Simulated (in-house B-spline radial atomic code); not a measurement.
**Many-body perturbation calculation, with input and output: Si⁸⁺**

System: Si⁸⁺, core [He] 2s2.
Method: configuration interaction of two valence electrons with many-body perturbation theory for the core (screened one- and two-electron correlation potentials), Breit and QED, no-pair Dirac, B-spline basis (in-house B-spline radial atomic code).

**Input file**
```
basis_form = 3
Z = 14
core_configuration = [He] 2s2
rms_radius = 3.1224
mass_number = 28
speed_of_light = 137.035999084
box_radius = 9.0
lmax = 6
intervals = 63
virtual_cutoff = 392.0
```

Launched within a batch (the task file carries these settings):
```bash
python <driver script> task.json out
```

The program writes its results to a structured record and prints no log; tables and figures of this report are taken from that record.

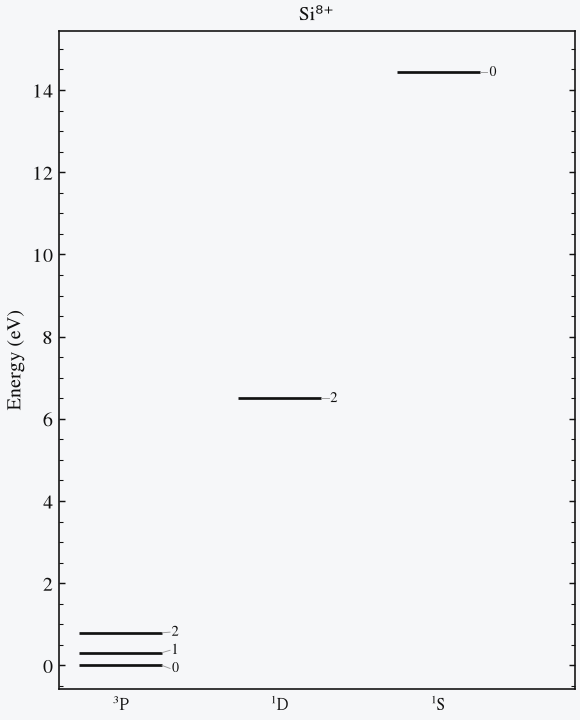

Levels of Si⁸⁺, two electrons outside the core [He] 2s². CI+MBPT: configuration interaction in the frozen-core Dirac–Hartree–Fock potential with screened core-valence correlation, Breit and QED terms; computed with a B-spline radial code. The lowest level is 2p² ³P₀. The first excited level, 2p² ³P₁, lies at 0.313 eV. The ground term spreads over 0.795 eV in the order J = 0, 1, 2, a normal multiplet. All levels drawn have even parity, so no electric dipole line joins them. The ionisation energy is 351.7 eV, against 349.8 eV from CI without core-valence correlation and a semi-empirical value of 351.3 eV.

| Level | E (eV) |
| --- | --- |
| 2p² ³P₀ | 0 |
| 2p² ³P₁ | 0.3132 |
| 2p² ³P₂ | 0.7955 |
| 2p² ¹D₂ | 6.496 |
| 2p² ¹S₀ | 14.43 |

**Summary**

- outcome: converged
- hardware: 1 CPU thread, shared host
- wall time: 30 s

**Remarks**

To bear in mind: the outer s2 shell is a soft core here, levels are rough.
